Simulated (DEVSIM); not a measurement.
Structure: Al/AlN/p-In0.53Ga0.47As capacitor, at 400 K.

```
layer (left to right)        material  thickness (nm)  Na (cm⁻³)
---------------------  --------------  --------------  ---------
1                                 AlN            21.0          -
2                      In0.53Ga0.47As            3000     3.5e16
```

Metal gate on the left, work function 4.1 eV. Fixed charge at the semiconductor interface 1.7e10 cm⁻² (in units of +e); no interface traps.

The device is made up for the run: typed textbook-type constants, with dimensions and the other settings drawn at random. Values at 300 K; Nc and Nv go as T^1.5, mobilities as T to minus their exponent, the gap by Varshni's rule with the affinity fixed.

```csv
parameter,AlN,In0.53Ga0.47As
gap (eV),6.1,0.74
affinity (eV),1.9,4.51
permittivity,8.5,13.9
Nc (cm⁻³),-,2.1e17
Nv (cm⁻³),-,7.7e18
Varshni α (eV/K),-,0.00035
Varshni β (K),-,190
```

Simulated with DEVSIM: 1D Poisson equation in equilibrium, Boltzmann statistics, complete ionisation; no quantum confinement or tunnelling. Metal contacts follow the ideal Schottky-Mott rule: no Fermi-level pinning, no interface dipoles.

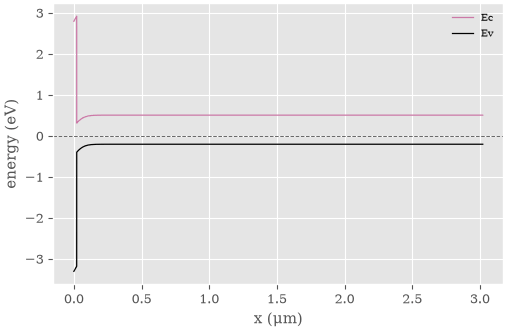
Fig. 1. Band edges at -0.6 V on the gate

Energies count from the Fermi level of the right contact; mesh points crowd at the junctions.

```csv
x (μm),Ec (eV),Ev (eV),n (cm⁻³),p (cm⁻³),field (V/cm)
0.000,2.800,-3.300,< 1e2,< 1e2,59000
0.001469,2.809,-3.291,< 1e2,< 1e2,59000
0.004585,2.827,-3.273,< 1e2,< 1e2,59000
0.01085,2.864,-3.236,< 1e2,< 1e2,59000
0.01806,2.906,-3.194,< 1e2,< 1e2,59000
0.02031,2.920,-3.180,< 1e2,< 1e2,59000
0.02147,0.316,-0.394,3.4e13,1.3e14,38000
0.02482,0.328,-0.381,2.4e13,1.9e14,37000
0.03146,0.351,-0.358,1.2e13,3.6e14,34000
0.04604,0.395,-0.314,3.4e12,1.3e15,27000
0.08094,0.464,-0.245,4.5e11,9.7e15,13000
0.2067,0.508,-0.201,1.3e11,3.4e16,210
0.4557,0.509,-0.201,1.3e11,3.5e16,≈ 0
1.036,0.509,-0.201,1.3e11,3.5e16,≈ 0
2.285,0.509,-0.201,1.3e11,3.5e16,≈ 0
2.706,0.509,-0.201,1.3e11,3.5e16,≈ 0
2.887,0.509,-0.201,1.3e11,3.5e16,≈ 0
2.964,0.509,-0.201,1.3e11,3.5e16,≈ 0
3.003,0.509,-0.201,1.3e11,3.5e16,≈ 0
3.014,0.509,-0.201,1.3e11,3.5e16,≈ 0
3.019,0.509,-0.201,1.3e11,3.5e16,≈ 0
3.021,0.509,-0.201,1.3e11,3.5e16,≈ 0
```
